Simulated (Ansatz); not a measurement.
**CH8GeOSi: basis-set convergence**

Aim: see how fast density functionals converge with the basis set for CH8GeOSi.

Computed with Ansatz 0.2.0, Gaussian basis. Level: one geometry, several basis sets.

Plan: PBE0-D4/def2-SVP; ωB97M-V/def2-SVP; PBE0-D4/def2-QZVPP; ωB97M-V/def2-QZVPP; the functionals' def2-TZVPP values are taken from earlier runs.

## Step 1: Structure used throughout

The geometry comes from an earlier relaxation with PBE0-D4 in a triple-zeta def2 set; it is a stationary point, not always the lowest conformer.

12 atoms, charge 0, spin multiplicity 1.

Atoms are counted from 1 here; the program's logs count them from 0.

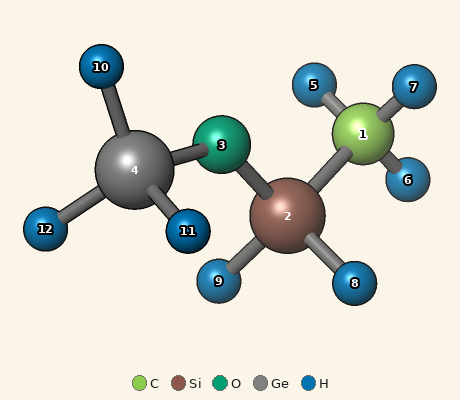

The structure; carbon green, silicon brown, oxygen teal, germanium grey, hydrogen blue; atoms are numbered from 1 in the order of the file.

## Step 2: PBE0-D4 in def2-SVP

Contents of in.yaml:

```yaml
crystal:
  periodic: [false, false, false]
  atoms:
    - {symbol: C, position_ang: [0.578903, 1.922496, -1.001949]}
    - {symbol: Si, position_ang: [0.789529, 0.344320, -0.045035]}
    - {symbol: O, position_ang: [-0.668411, -0.388969, 0.096322]}
    - {symbol: Ge, position_ang: [-1.218720, -1.893609, 0.857274]}
    - {symbol: H, position_ang: [0.183764, 1.721115, -2.000211]}
    - {symbol: H, position_ang: [1.539734, 2.432908, -1.110909]}
    - {symbol: H, position_ang: [-0.110550, 2.597587, -0.489968]}
    - {symbol: H, position_ang: [1.349616, 0.628405, 1.309360]}
    - {symbol: H, position_ang: [1.749438, -0.562194, -0.741921]}
    - {symbol: H, position_ang: [-2.727854, -1.958971, 0.596970]}
    - {symbol: H, position_ang: [-0.907494, -1.824855, 2.362105]}
    - {symbol: H, position_ang: [-0.480756, -3.073435, 0.201863]}
basis:
  gaussian: {orbitals: def2-SVP}
hamiltonian: {xc: pbe0, dispersion: d4}
output: {orbitals: {seedname: orbitals}}
```

Further steps of the session: ωB97M-V in def2-SVP; PBE0-D4 in def2-QZVPP; ωB97M-V in def2-QZVPP.

Before running them: what should the planned runs give, taken together? Wanted: PBE0-D4: double and triple zeta above quadruple; ωB97M-V: double and triple zeta above quadruple.

The runs gave:

```
                                       quantity           value
PBE0-D4: double and triple zeta above quadruple  15.56, 1.71 eV
ωB97M-V: double and triple zeta above quadruple  15.67, 1.65 eV
```

What this shows: PBE0-D4 gains 13.85 eV from double to triple zeta, then 1.71 eV more. Total energies overstate the basis error of differences, where much of it tends to cancel. The LUMO of ωB97M-V is positive and keeps falling with the basis (2.23 to 1.36 eV): an unbound level that the basis holds in place.
